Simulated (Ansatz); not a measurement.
**Frequency calculation of WH$_{2}$Cl$_{3}$F$_{3}$**

System: WH$_{2}$Cl$_{3}$F$_{3}$.
Method: RKS BHLYP-D4/def2-SVP (Ansatz 0.2.0).

It belongs to a series of runs on one base structure; here: vibrations at the highest image of the band. Figures and captions count atoms from 1; the log counts them from 0 in places.

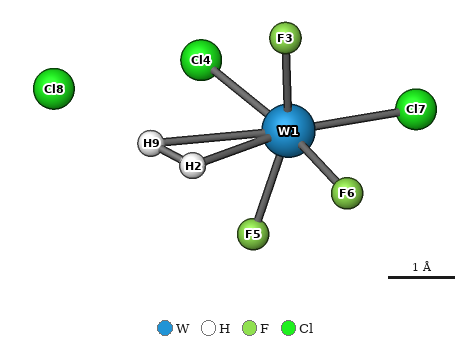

The structure as given in the input (ball-and-stick view, seen at a tilt; atoms are numbered from 1 in the order of the input). Sticks mark near contacts.

### Input file
```yaml
crystal:
  periodic: [false, false, false]
  atoms:
    - { symbol: W, position_ang: [0.118269, -0.046657, -0.282927] }
    - { symbol: H, position_ang: [0.449166, -0.00979, 1.705302] }
    - { symbol: F, position_ang: [1.926412, -0.28781, -0.20292] }
    - { symbol: Cl, position_ang: [0.425788, 2.137293, -0.567277] }
    - { symbol: F, position_ang: [-1.557337, 0.276953, 0.36637] }
    - { symbol: F, position_ang: [-0.089731, -1.834287, 0.218463] }
    - { symbol: Cl, position_ang: [-0.323617, -0.62338, -2.416115] }
    - { symbol: Cl, position_ang: [0.936191, 2.718847, 1.97699] }
    - { symbol: H, position_ang: [0.595954, 0.79343, 1.806214] }
basis:
  gaussian: { orbitals: def2-SVP }
hamiltonian:
  xc: { name: BHLYP }
  dispersion: d4
phonons: {}
```

Run on 4 threads of AMD EPYC (Zen 3), 24 GiB of memory available, shared host.

Launch command:
```bash
ansatz run input.yaml --threads 4 --pin off --max-ram 5120MiB --backend cpu --events-out ev --progress --plain --runs-dir out
```

### Log
```
Engine: ansatz 0.2.0, x86_64-unknown-linux-gnu
Functional definition: BHLYP
  parameter a = 0.5
  exchange = (1 - a)*b88_x + a*exact_x
  correlation = lyp_c
1391 factors; integrals over basis functions are off by at most 2.9e-4 eV
mean field evaluation 1: about -47540.1641 eV, gradient 7.7e1 eV
mean field evaluation 2: about -47240.2393 eV, gradient 2.7e2 eV
mean field evaluation 4: about -47552.9796 eV, gradient 1.3e1 eV
mean field evaluation 8: about -47553.8224 eV, gradient 6.3e-1 eV
mean field evaluation 16: about -47554.0594 eV, gradient 1.7e-2 eV
mean field -47554.05936146 eV, -1747.5794482346 hartree, gradient 5.2e-5 eV, S^2 0.000000; 0 other end points of the search recorded, 0 dependent functions left out
the calculation of the forces begins
reference -47554.05958211 eV, -1747.5794563434 hartree; 47, 47 occupied and 91, 91 virtual orbitals, 1391 factors
these checks for a lower state are left out or cut short: stability, starts, cluster_reference, orbital_swaps, neighbouring_geometries, increment
1391 factors; integrals over basis functions are off by at most 2.9e-4 eV
mean field evaluation 32: about -47554.0591 eV, gradient 2.5e-6 eV
mean field -47554.05913976 eV, -1747.5794400871 hartree, gradient 1.8e-6 eV, S^2 0.000000; 0 other end points of the search recorded, 0 dependent functions left out
[... from here on the field's lines of each further geometry are left out, up to the last ...]
the calculation of the forces begins
reference -47554.05957313 eV, -1747.5794560133 hartree; 47, 47 occupied and 91, 91 virtual orbitals, 1391 factors
these checks for a lower state are left out or cut short: stability, starts, cluster_reference, orbital_swaps, neighbouring_geometries, increment
1391 factors; integrals over basis functions are off by at most 2.9e-4 eV
mean field -47554.05934783 eV, -1747.5794477334 hartree, gradient 1.6e-6 eV, S^2 0.000000; 0 other end points of the search recorded, 0 dependent functions left out
the calculation of the forces begins
reference -47554.05956847 eV, -1747.5794558421 hartree; 47, 47 occupied and 91, 91 virtual orbitals, 1391 factors
WARN: phonons: modes at or below zero, which the zero-point energy, F, S and C_V leave out: 1, the lowest at -508.87 cm⁻¹. A minimum has none, and a first-order saddle one
Total energy: -47554.53444170 eV, -1747.5969071113 hartree
Atom 0 at     0.118269    -0.046657    -0.282927 Å, force    -0.000249     0.000044    -0.000778 eV/Å
Atom 1 at     0.449166    -0.009790     1.705302 Å, force    -0.000033    -0.000154    -0.000038 eV/Å
Atom 2 at     1.926412    -0.287810    -0.202920 Å, force    -0.000071     0.000099     0.000146 eV/Å
Atom 3 at     0.425788     2.137293    -0.567277 Å, force    -0.000037    -0.000182    -0.000194 eV/Å
Atom 4 at    -1.557337     0.276953     0.366370 Å, force     0.000227     0.000196    -0.000058 eV/Å
Atom 5 at    -0.089731    -1.834287     0.218463 Å, force     0.000173     0.000047    -0.000086 eV/Å
Atom 6 at    -0.323617    -0.623380    -2.416115 Å, force    -0.000009    -0.000045     0.000742 eV/Å
Atom 7 at     0.936191     2.718847     1.976990 Å, force     0.000022    -0.000013     0.000268 eV/Å
Atom 8 at     0.595954     0.793430     1.806214 Å, force    -0.000023     0.000009    -0.000001 eV/Å
Dipole moment:    -0.135692    -0.255165    -0.576937 e Å
Vibrations: -508.87 45.16 97.87 122.43 142.36 181.46 187.97 228.94 234.69 283.55 296.19 415.60 434.79 533.60 693.36 744.60 752.02 882.53 885.79 1281.92 3133.69 cm⁻¹, zero-point energy 0.717777 eV
```

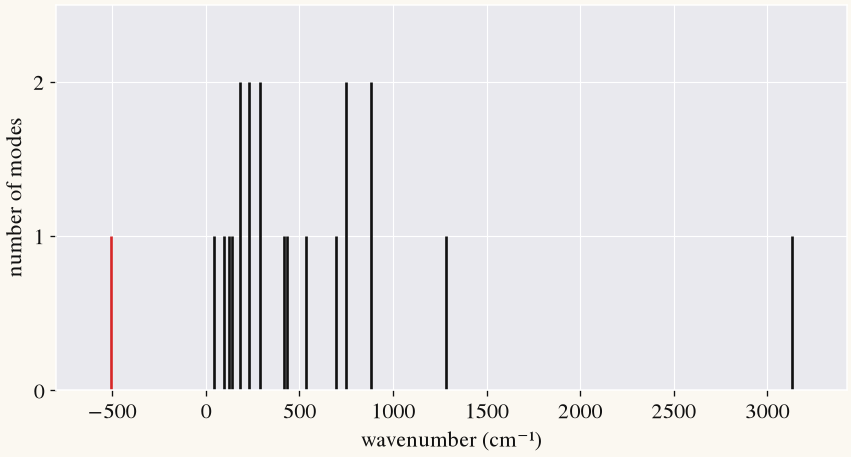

Harmonic vibrational wavenumbers from the force constants; neighbouring modes closer than 17 cm⁻¹ are counted in one stick, and imaginary ones are drawn at negative wavenumbers. 21 modes from 509i to 3134 cm⁻¹, 1 imaginary beyond 8i (509i cm⁻¹): a first-order saddle point, if the geometry is stationary.

### Key numbers

```csv
quantity,value
outcome,converged
total energy,−47554.5344 eV
mean-field energy,−47554.0596 eV
largest force (length of the vector),0.001 eV/Å
wall time,2.2 min (CPU time 7.9 min)
peak memory,0.43 GiB
```
